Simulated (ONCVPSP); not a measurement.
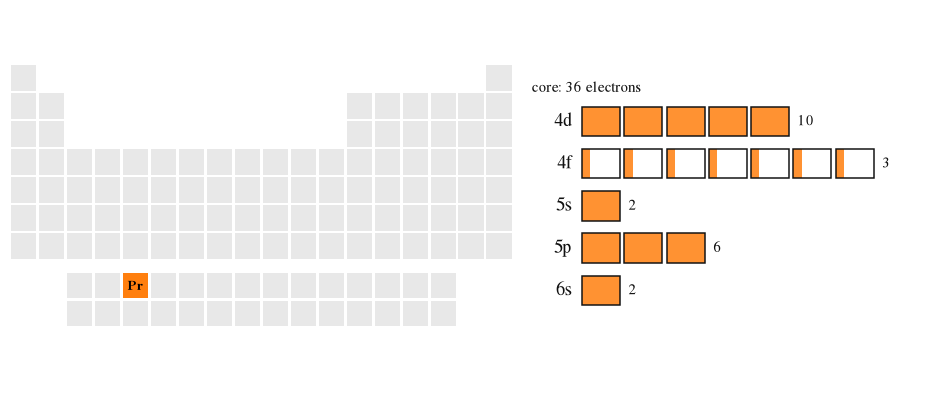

Left, the place of praseodymium in the periodic table; right, the valence shells of the reference configuration: a box for each of the 2l + 1 orbitals, shaded by the share of the shell that is filled, with the electron count at the right.

## Pseudopotential generation for Pr (part 1 of 2)

Praseodymium (Pr, Z = 59), core [Kr], reference valence 4d10 4f3 5s2 5p6 6s2, valence charge 23. Computed at this level: ONCV potential, PBE, fully relativistic, made with ONCVPSP 4.0.1.

Log (extracts):
```
ONCVPSP  (Optimized Norm-Conservinng Vanderbilt PSeudopotential)
relativistic version 4.0.1

#   n    l    f        energy (Ha)
    1    0    2.00    -1.5353802D+03
    2    0    2.00    -2.4689572D+02
    2    1    6.00    -2.1560570D+02    -2.3332807D+02
    3    0    2.00    -5.3266041D+01
    3    1    6.00    -4.3987860D+01    -4.7499143D+01
    3    2   10.00    -3.3175542D+01    -3.3932271D+01
    4    0    2.00    -1.0587972D+01
    4    1    6.00    -7.6747882D+00    -8.4303728D+00
    4    2   10.00    -4.0017438D+00    -4.1343011D+00
    4    3    3.00    -4.0570290D-02    -5.3054025D-02
    5    0    2.00    -1.4322615D+00
    5    1    6.00    -7.5797757D-01    -8.6019592D-01
    6    0    2.00    -1.2722324D-01

Reference configufation results
  iterations    33
  all-electron total energy (Ha)   -9.24261205D+03

Begin loop to  construct optimized pseudo wave functions
and semi-local pseudopoentials for all angular momenta

Calculating optimized projector #   1

 for l=   0

    Fraction of norm inside rc  0.989571
    Optimizing pswf for qcut=   4.50 a_B^-1,  ecut=  10.15 Ha
    Residual kinetic energy error=  1.04D-07 Ha

    Energy error per electron        Cutoff
         Ha          eV             Ha
         0.01000     0.27211        2.18
         0.00100     0.02721        3.21
         0.00010     0.00272        6.52
         0.00001     0.00027        8.08

Calculating optimized projector #   2

 for l=   0

    Fraction of norm inside rc  0.141103
    Optimizing pswf for qcut=   4.50 a_B^-1,  ecut=  10.15 Ha
    Residual kinetic energy error=  8.46D-07 Ha

    Energy error per electron        Cutoff
         Ha          eV             Ha
         0.01000     0.27211        1.76
         0.00100     0.02721        4.79
         0.00010     0.00272        7.22
         0.00001     0.00027        8.77

   Wellstate for l =  1  n =  7 kap= -2
     eigenvalue =   1.3420
     asymptotic potential =   1.8420
     half-point radius =  4.4735

Calculating optimized projector #   1

 for l=   1

    Fraction of norm inside rc  0.829495
    Optimizing pswf for qcut=   7.00 a_B^-1,  ecut=  24.51 Ha
    Residual kinetic energy error=  4.25D-08 Ha

    Energy error per electron        Cutoff
         Ha          eV             Ha
         0.01000     0.27211        7.60
         0.00100     0.02721       12.28
         0.00010     0.00272       15.28
         0.00001     0.00027       17.64

Calculating optimized projector #   2

 for l=   1

    Fraction of norm inside rc  0.142165
    Optimizing pswf for qcut=   7.00 a_B^-1,  ecut=  24.51 Ha
    Residual kinetic energy error=  2.16D-08 Ha

    Energy error per electron        Cutoff
         Ha          eV             Ha
         0.01000     0.27211        8.59
         0.00100     0.02721       13.68
         0.00010     0.00272       16.99
         0.00001     0.00027       19.57

   Wellstate for l =  1  n =  7 kap=  1
     eigenvalue =   1.2398

Calculating optimized projector #   1

 for l=   1

    Fraction of norm inside rc  0.866639
    Optimizing pswf for qcut=   7.00 a_B^-1,  ecut=  24.51 Ha
    Residual kinetic energy error=  4.31D-08 Ha

    Energy error per electron        Cutoff
         Ha          eV             Ha
         0.01000     0.27211        4.89
         0.00100     0.02721       11.96
         0.00010     0.00272       15.19
         0.00001     0.00027       17.59

Calculating optimized projector #   2

 for l=   1

    Fraction of norm inside rc  0.154844
    Optimizing pswf for qcut=   7.00 a_B^-1,  ecut=  24.51 Ha
    Residual kinetic energy error=  2.40D-08 Ha

    Energy error per electron        Cutoff
         Ha          eV             Ha
         0.01000     0.27211        5.95
         0.00100     0.02721       13.55
         0.00010     0.00272       16.99
         0.00001     0.00027       19.62

Calculating optimized projector #   1

 for l=   2

    Fraction of norm inside rc  0.707733
    Optimizing pswf for qcut=  19.90 a_B^-1,  ecut= 197.94 Ha
    Residual kinetic energy error=  1.42D-08 Ha

    Energy error per electron        Cutoff
         Ha          eV             Ha
         0.01000     0.27211       69.08
         0.00100     0.02721       85.66
         0.00010     0.00272      100.09
         0.00001     0.00027      112.39

Calculating optimized projector #   1

 for l=   2

    Fraction of norm inside rc  0.720889
    Optimizing pswf for qcut=  19.90 a_B^-1,  ecut= 197.94 Ha
    Residual kinetic energy error=  1.46D-08 Ha

    Energy error per electron        Cutoff
         Ha          eV             Ha
         0.01000     0.27211       71.55
         0.00100     0.02721       88.95
         0.00010     0.00272      104.56
         0.00001     0.00027      118.05

   Wellstate for l =  3  n =  6 kap= -4
     eigenvalue =   3.1594
     asymptotic potential =   3.6594
     half-point radius =  2.9498

Calculating optimized projector #   1

 for l=   3

    Fraction of norm inside rc  0.649443
    Optimizing pswf for qcut=  13.20 a_B^-1,  ecut=  87.12 Ha
    Residual kinetic energy error=  1.93D-04 Ha

    Energy error per electron        Cutoff
         Ha          eV             Ha
         0.01000     0.27211       65.39
         0.00100     0.02721       75.75
         0.00010     0.00272      261.13

Calculating optimized projector #   2

 for l=   3

    Fraction of norm inside rc  0.079739
    Optimizing pswf for qcut=  13.20 a_B^-1,  ecut=  87.12 Ha
    Residual kinetic energy error=  1.00D-04 Ha

    Energy error per electron        Cutoff
         Ha          eV             Ha
         0.01000     0.27211       66.59
         0.00100     0.02721       77.80
         0.00010     0.00272       88.14
         0.00001     0.00027      193.21

   Wellstate for l =  3  n =  6 kap=  3
     eigenvalue =   3.1469

Calculating optimized projector #   1

 for l=   3

    Fraction of norm inside rc  0.660731
    Optimizing pswf for qcut=  13.20 a_B^-1,  ecut=  87.12 Ha
    Residual kinetic energy error=  1.26D-04 Ha

    Energy error per electron        Cutoff
         Ha          eV             Ha
         0.01000     0.27211       65.43
         0.00100     0.02721       75.43
         0.00010     0.00272      129.52

Calculating optimized projector #   2

 for l=   3

    Fraction of norm inside rc  0.079886
    Optimizing pswf for qcut=  13.20 a_B^-1,  ecut=  87.12 Ha
    Residual kinetic energy error=  1.01D-04 Ha

    Energy error per electron        Cutoff
         Ha          eV             Ha
         0.01000     0.27211       66.66
         0.00100     0.02721       77.86
         0.00010     0.00272       88.22
         0.00001     0.00027      193.48

Construct Vanderbilt / Kleinmman-Bylander projectors

B matrix Hermiticity error, ll=  0  kap= -1
   1   2    8.3464D-05

  Orthonormal projector coefficients  1.2068E+01  7.9928E-01

B matrix Hermiticity error, ll=  1  kap= -2
   1   2   -1.8237D-04

  Orthonormal projector coefficients  1.0426E+01  8.9417E-01

B matrix Hermiticity error, ll=  1  kap=  1
   1   2   -1.9831D-04

  Orthonormal projector coefficients  1.0499E+01  9.2580E-01

B matrix Hermiticity error, ll=  3  kap= -4
   1   2   -4.8211D-04

  Orthonormal projector coefficients -1.4093E+01 -3.8261E+00

B matrix Hermiticity error, ll=  3  kap=  3
   1   2   -4.8909D-04

  Orthonormal projector coefficients -1.4164E+01 -3.8882E+00

 Orthonormal scalar projector coefficients, l =  1
  1.0442E+01  9.0894E-01  3.5733E-03  4.4009E-05

 Orthonormal spin-orbit projector coefficients, l =  1
 -4.4022E-01  3.4738E-01  2.4722E-02 -1.5792E-03

 Orthonormal scalar projector coefficients, l =  2
 -6.4122E+00 -4.9466E-04

 Orthonormal spin-orbit projector coefficients, l =  2
  2.0491E-01 -1.0319E-02

 Orthonormal scalar projector coefficients, l =  3
 -1.4124E+01 -3.8527E+00 -2.4143E-05 -1.4551E-06

 Orthonormal spin-orbit projector coefficients, l =  3
  2.6305E-02  1.3726E-02 -1.6575E-03 -3.5490E-04

Pseudoatom total energy -232.791183

Diagnostic tests using Vanderbilt-Kleinman-Bylander pseudopotentials
  relativistic with J = L +/- 1/2 projectors

   l  kap   rcore       rmatch      e in        delta e    norm test   slope test

   0  -1   2.9662575   3.0563195  -1.4322615   0.0000005   1.0001256   1.0001142
   0  -1   2.9662575   3.0563195  -0.1272232   0.0000002   1.0000110   1.0000085

   1  -2   2.3631189   2.4348684  -0.7579776  -0.0000031   1.0000552   1.0000615
   1   1   2.3631189   2.4348684  -0.8601959  -0.0000015   1.0000651   1.0000644
   1  -2   2.3631189   2.4348684   1.3420224   0.0000262   1.0002914   1.0002914
   1   1   2.3631189   2.4348684   1.3080466   0.0000289   1.0002113   1.0002113

   2  -3   0.8547298   0.8806813  -4.0017438  -0.0002023   0.9999788   1.0001238
   2   2   0.8547298   0.8806813  -4.1343011   0.0000473   1.0000081   0.9999794

   3  -4   1.2534287   1.2914855  -0.0405703  -0.0000014   1.0001750   1.0001962
   3   3   1.2534287   1.2914855  -0.0530540   0.0000522   1.0002030   1.0000408
   3  -4   1.2534287   1.2914855   3.1594297   0.0001188   1.0004127   1.0004127
   3   3   1.2534287   1.2914855   3.1559533   0.0001423   1.0004059   1.0004059

Diagnostic tests using Vanderbilt-Kleinman-Bylander pseudopotentials
  relativistic with scalar and spin-orbit non-local projectors

   l  kap   rcore       rmatch      e in        delta e    norm test   slope test

   0  -1   2.9662575   3.0563195  -1.4322615   0.0000005   1.0001256   1.0001142
   0  -1   2.9662575   3.0563195  -0.1272232   0.0000002   1.0000110   1.0000085

   1  -2   2.3631189   2.4348684  -0.7579776  -0.0002439   1.0001336   0.9998478
   1   1   2.3631189   2.4348684  -0.8601959  -0.0002385   1.0001322   0.9998966
   1  -2   2.3631189   2.4348684   1.3420224   0.0000153   1.0002783   1.0002783
   1   1   2.3631189   2.4348684   1.3080466   0.0000245   1.0002145   1.0002145

   2  -3   0.8547298   0.8806813  -4.0017438  -0.0001534   0.9999770   1.0001372
   2   2   0.8547298   0.8806813  -4.1343011   0.0000962   1.0000063   0.9999919

   3  -4   1.2534287   1.2914855  -0.0405703  -0.0000008   1.0001752   1.0001976
   3   3   1.2534287   1.2914855  -0.0530540   0.0000529   1.0002032   1.0000421
   3  -4   1.2534287   1.2914855   3.1594297   0.0001190   1.0004127   1.0004127
   3   3   1.2534287   1.2914855   3.1559533   0.0001425   1.0004060   1.0004060

Ghost test for J = L + 1/2

 Testing for bound ghosts
   n   l    E NL Schr. Eq   E Basis Diag.   E Cutoff

       0                       -4.369103     21.80  WARNING - GHOST(-)
   1   0       -1.432261       -1.432089     21.80
   2   0       -0.127223       -0.121245     21.80

   2   1       -0.757981       -0.757936     27.88

   3   2       -4.001946       -4.001256    472.08

   4   3       -0.040572       -0.028438    247.20

 Testing for highly-localized positive-energy ghosts
       l    <radius>/rc     E Basis Diag.   E Cutoff

       1        0.211662        1.914628     27.88  WARNING - GHOST(+)

Ghost test for J = L - 1/2

 Testing for bound ghosts
   n   l    E NL Schr. Eq   E Basis Diag.   E Cutoff

       0                       -4.369103     21.80  WARNING - GHOST(-)
   1   0       -1.432261       -1.432089     21.80
   2   0       -0.127223       -0.121245     21.80

   2   1       -0.860197       -0.860144     27.88

   3   2       -4.134254       -4.133665    472.08

   4   3       -0.053002       -0.041834    247.20

 Testing for highly-localized positive-energy ghosts
       l    <radius>/rc     E Basis Diag.   E Cutoff

       1        0.325381        2.562791     27.88  WARNING - GHOST(+)

Test configuration 0

   n   l kap    f        eae           eps        diff
   1   0  -1  2.0000-1535.38020239
   2   0  -1  2.0000 -246.89571997
   2   1  -2  4.0000 -215.60570462
   2   1   1  2.0000 -233.32806888
   3   0  -1  2.0000  -53.26604067
   3   1  -2  4.0000  -43.98785975
   3   1   1  2.0000  -47.49914301
   3   2  -3  6.0000  -33.17554196
   3   2   2  4.0000  -33.93227101
   4   0  -1  2.0000  -10.58797188
   4   1  -2  4.0000   -7.67478824
   4   1   1  2.0000   -8.43037281
   4   2  -3  6.0000   -4.00174384   -4.00194610   -2.02E-04
   4   2   2  4.0000   -4.13430106   -4.13425374    4.73E-05
   4   3  -4  1.7143   -0.04057029   -0.04057172   -1.43E-06
   4   3   3  1.2857   -0.05305402   -0.05300178    5.22E-05
   5   0  -1  2.0000   -1.43226151   -1.43226105    4.56E-07
   5   1  -2  4.0000   -0.75797757   -0.75798068   -3.11E-06
   5   1   1  2.0000   -0.86019592   -0.86019746   -1.54E-06
   6   0  -1  2.0000   -0.12722324   -0.12722305    1.96E-07

    Total energies and differences
      AE_ref= -9.24261205E+03  AE_tst= -9.24261205E+03  dif=  0.00E+00
      PS_ref= -2.32791183E+02  PS_tst= -2.32791183E+02  dif=  2.84E-13
      PSP excitation error= -2.84E-13

Test configuration 1

   n   l kap    f        eae           eps        diff
   1   0  -1  2.0000-1535.59375598
   2   0  -1  2.0000 -247.10813277
   2   1  -2  4.0000 -215.81825145
   2   1   1  2.0000 -233.54070062
   3   0  -1  2.0000  -53.47693700
   3   1  -2  4.0000  -44.19877189
   3   1   1  2.0000  -47.71011218
   3   2  -3  6.0000  -33.38660093
   3   2   2  4.0000  -34.14335393
   4   0  -1  2.0000  -10.79936575
   4   1  -2  4.0000   -7.88644076
   4   1   1  2.0000   -8.64187869
   4   2  -3  6.0000   -4.21373539   -4.21512163   -1.39E-03
   4   2   2  4.0000   -4.34624196   -4.34741243   -1.17E-03
   4   3  -4  1.7143   -0.25270211   -0.25334286   -6.41E-04
   4   3   3  1.2857   -0.26530984   -0.26591684   -6.07E-04
   5   0  -1  2.0000   -1.64736335   -1.64692190    4.41E-04
   5   1  -2  4.0000   -0.97257068   -0.97241806    1.53E-04
   5   1   1  2.0000   -1.07505238   -1.07489753    1.55E-04
   6   0  -1  1.0000   -0.29689265   -0.29683191    6.07E-05

    Total energies and differences
      AE_ref= -9.24261205E+03  AE_tst= -9.24240103E+03  dif=  2.11E-01
      PS_ref= -2.32791183E+02  PS_tst= -2.32580904E+02  dif=  2.10E-01
      PSP excitation error=  7.39E-04

Test configuration 2

psatom_r: WARNING lschvkbb convergence error n,l,kap,iter=   4   3  -4


ea(ii),et,emin,emax -4.057172E-02 -4.462889E-02 -4.462889E-02 -4.462889E-02

psatom_r: WARNING lschvkbb convergence error n,l,kap,iter=   3   2  -3


ea(ii),et,emin,emax -4.007317E+00 -3.606585E+00 -3.606585E+00 -3.606585E+00

psatom_r: WARNING lschvkbb convergence error n,l,kap,iter=   4   3  -4


ea(ii),et,emin,emax -4.057172E-02 -3.651455E-02 -3.651455E-02 -3.651455E-02

psatom_r: WARNING lschvkbb convergence error n,l,kap,iter=   1   0  -1


ea(ii),et,emin,emax -1.437399E+00 -1.581139E+00 -1.581139E+00 -1.581139E+00

psatom_r: WARNING lschvkbb convergence error n,l,kap,iter=   2   1  -2


ea(ii),et,emin,emax -7.629680E-01 -6.866712E-01 -6.866712E-01 -6.866712E-01

psatom_r: WARNING lschvkbb convergence error n,l,kap,iter=   2   0  -1
```

(Continued in part 2.) Outcome of the run: generated, with a ghost state.
